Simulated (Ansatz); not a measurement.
Process, species as SMILES: ClCl (Cl2) → Cl2- (doublet, bonded as ClCl) (an electron is taken up)
B3LYP-D3(BJ)/def2-TZVP geometries, fixed; electronic energies without zero-point terms; positive where energy is released.

Basis-set convergence of the adiabatic electron affinity at CCSD(T) with Ansatz (an electronic-structure program). Cartesian d functions, on some or all atoms, in 6-31+G*, 6-311+G**; all else is spherical. Cores are frozen. Open shells are unrestricted. No added dispersion term, no relativity. Functions are those of the species that has most. Reference: Hartree-Fock in aug-cc-pV(Q+d)Z plus the correlation part extrapolated as X^-3 from aug-cc-pV(T+d)Z and aug-cc-pV(Q+d)Z, 2.398 eV, itself unsure by roughly 0.014 eV (a third of the extrapolation step and of the last Hartree-Fock step). Deviations are taken from unrounded values.

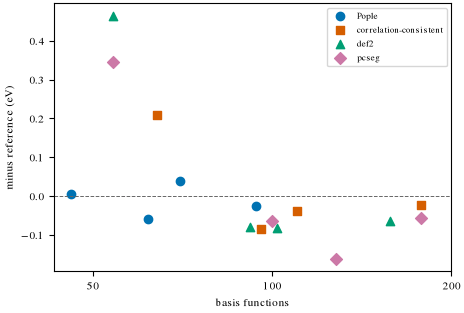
Fig. 1. Deviation from the reference against the number of basis functions, by family of sets.

```
basis              functions  adiabatic electron affinity (eV)  minus reference (eV)
-----------------  ---------  --------------------------------  --------------------
6-31+G*                   46                             2.404                 0.006
aug-pcseg-1               54                             2.743                 0.345
def2-SVPD                 54                             2.862                 0.464
6-311+G**                 62                             2.340                -0.058
aug-cc-pV(D+d)Z           64                             2.606                 0.208
6-311++G(2d,2p)           70                             2.435                 0.037
def2-TZVPD                92                             2.318                -0.080
6-311++G(3df,3pd)         94                             2.372                -0.026
jun-cc-pV(T+d)Z           96                             2.312                -0.085
aug-pcseg-2              100                             2.335                -0.063
def2-TZVPPD              102                             2.314                -0.083
aug-cc-pV(T+d)Z          110                             2.360                -0.037
pcseg-3                  128                             2.235                -0.163
def2-QZVPPD              158                             2.333                -0.065
aug-cc-pV(Q+d)Z          178                             2.375                -0.023
aug-pcseg-3              178                             2.340                -0.058
```
